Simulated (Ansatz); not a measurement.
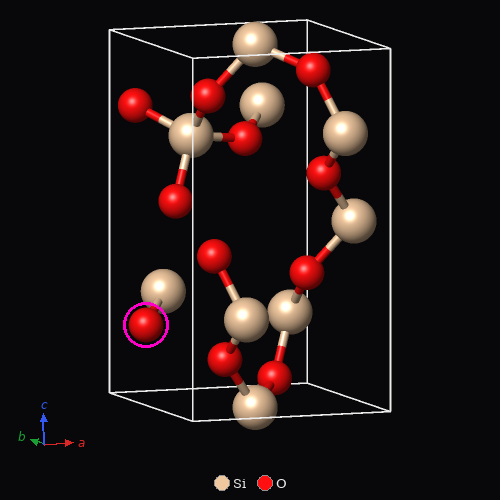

The system is SiO₂ (P3_221 phase) with one O vacancy (17 atoms in the cell, cell charge +2); the picture shows the reference structure. An atom moved over a plane that holds its own site and a neighbouring vacancy (x along [−1 0 1], y along [3 0 1], z along [0 1 0] of the conventional cell). First axis: path of O12 from its site (0) to the vacancy (1), 2.596 Å. Second axis: shift of O12 across the path, along a normal. Nothing is relaxed (all other atoms held at the sites of the perfect crystal). The grid has 11 × 9 points; 75 points were computed and 1 follow by symmetry. At 23 points there is no value (left out of the scan, as a rule where atoms come close). Points are written as (first, second). Energies: eV per cell, counted from the lowest grid point. The cell is charged on a uniform background, without a charge correction. Level of theory: DFT LDA+D3(BJ), scalar-relativistic, plane waves, PAW (Ansatz). Settings: cutoff 420 eV, k-mesh 4×4×4, gaussian smearing 0.05 eV, no spin polarisation.

Range: path of O12 from its site (0) to the vacancy (1), 2.596 Å from −0.125 to 1.125; shift of O12 across the path, along a normal from −0.500 to 0.500 Å.

**What landscape does the calculation give?**

The lowest grid point is at (0.000, 0.000 Å) [nearest 2 Si at 1.61 Å]. The same energy is found, by symmetry, at (1.000, 0.000 Å) [nearest 2 Si at 1.61 Å]. The highest grid point, (0.625, 0.500 Å) [nearest 1 Si at 1.12 Å], lies 13.7 eV above the lowest.

| second ↓, first → | −0.125 | 0.000 | 0.125 | 0.250 | 0.375 | 0.500 | 0.625 | 0.750 | 0.875 | 1.000 | 1.125 |
| --- | --- | --- | --- | --- | --- | --- | --- | --- | --- | --- | --- |
| 0.500 | 1.1 | 0.5 | 1.2 | 5.3 | 12.7 | – | 13.7 | 6.8 | 2.6 | 1.2 | 1.6 |
| 0.375 | 0.9 | 0.3 | 1.3 | 6.5 | – | – | – | 8.0 | 2.4 | 0.7 | 1.4 |
| 0.250 | 0.7 | 0.1 | 1.4 | 7.7 | – | – | – | 9.1 | 2.4 | 0.3 | 1.5 |
| 0.125 | 0.6 | 0.0 | 1.5 | 8.6 | – | – | – | 9.9 | 2.3 | 0.1 | 2.1 |
| 0.000 | 0.6 | 0.0 | 1.6 | 9.0 | – | – | – | 10.1 | 2.1 | 0.0 | 3.2 |
| −0.125 | 0.7 | 0.1 | 1.6 | 8.7 | – | – | – | 9.6 | 1.9 | 0.1 | 4.7 |
| −0.250 | 1.0 | 0.2 | 1.6 | 8.0 | – | – | – | 8.6 | 1.7 | 0.3 | 6.6 |
| −0.375 | 1.3 | 0.5 | 1.6 | 6.9 | – | – | – | 7.3 | 1.5 | 0.6 | 8.7 |
| −0.500 | 1.8 | 0.9 | 1.7 | 5.7 | 12.9 | – | 13.1 | 6.0 | 1.4 | 1.0 | 10.6 |

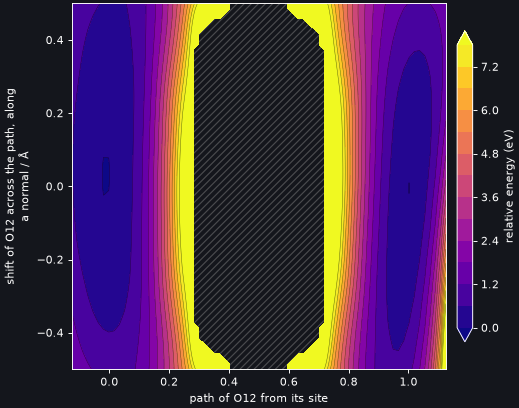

The picture shows filled contours, one colour for all values above the top of the scale, hatched blanks where no value was computed. Between grid points the surface is interpolated.

The whole map (75 points run) took 9.5 min on 4 threads of Intel(R) Xeon(R) 6975P-C (Granite Rapids), on a shared host.

PAW datasets: the set soft_1.
